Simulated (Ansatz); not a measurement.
AlH···CH$_{4}$

Input

```
crystal:
  periodic: [false, false, false]
  atoms:
    - { symbol: Al, position_ang: [-0.131759, 0.182209, -1.100618] }
    - { symbol: C, position_ang: [1.483281, -0.078721, 1.625844] }
    - { symbol: H, position_ang: [0.625998, -0.710248, 1.818493] }
    - { symbol: H, position_ang: [2.227782, -0.233774, 2.398965] }
    - { symbol: H, position_ang: [1.16891, 0.958413, 1.635951] }
    - { symbol: H, position_ang: [1.935605, -0.328826, 0.659462] }
    - { symbol: H, position_ang: [-1.290016, 0.210948, 0.077904] }
basis:
  gaussian: { orbitals: "6-31G*" }
hamiltonian:
  xc: hf
relax:
  f_tol: 0.03
  max_steps: 50
output:
  orbitals: {}
```

Run with:

```sh
ansatz run input.yaml --threads 1 --pin off --max-ram 2048MiB --backend cpu --events-out ev --progress --plain --runs-dir out
```

The fields are those of the run's last geometry, not of the input's.

These are results of RHF/6-31G* (Ansatz), not measurements.

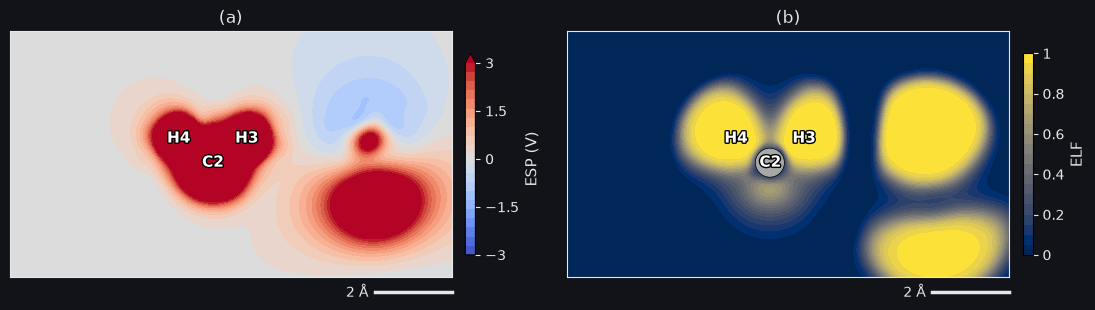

Figure 1. (a) electrostatic potential; (b) ELF on the plane of atoms H3, C2 and H4. Grey discs cover the atomic cores in the ELF map.

Read the bonding off the picture.

Answer. Atoms in the plane: C and H.
C–H (1.08 Å): the ELF climbs to about 1 towards the hydrogen, as it does in any bond to H (a covalent bond by its length).
Outside the dense part of the complex the potential is most negative (−1.1 V) near H7, which lies off the plane.

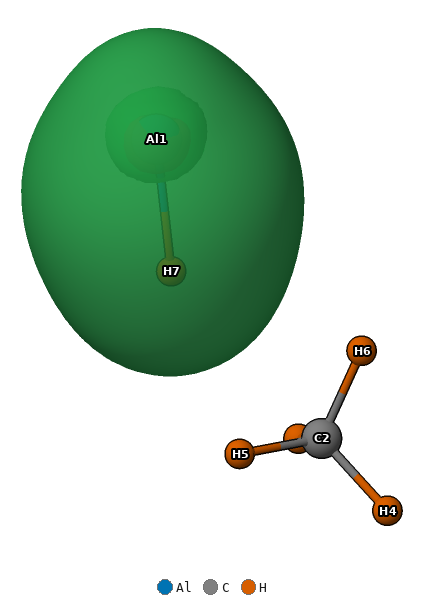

Figure 2. The HOMO−1 at ±0.1 Å⁻³ᐟ² (green and red are the two phases), seen at an oblique angle.

Where does this orbital lie, and at what energy?

Answer. Its weight (Hirshfeld) is mainly on Al1 (about 55 %) and H7 (about 40 %). Its energy is −13.48 eV.
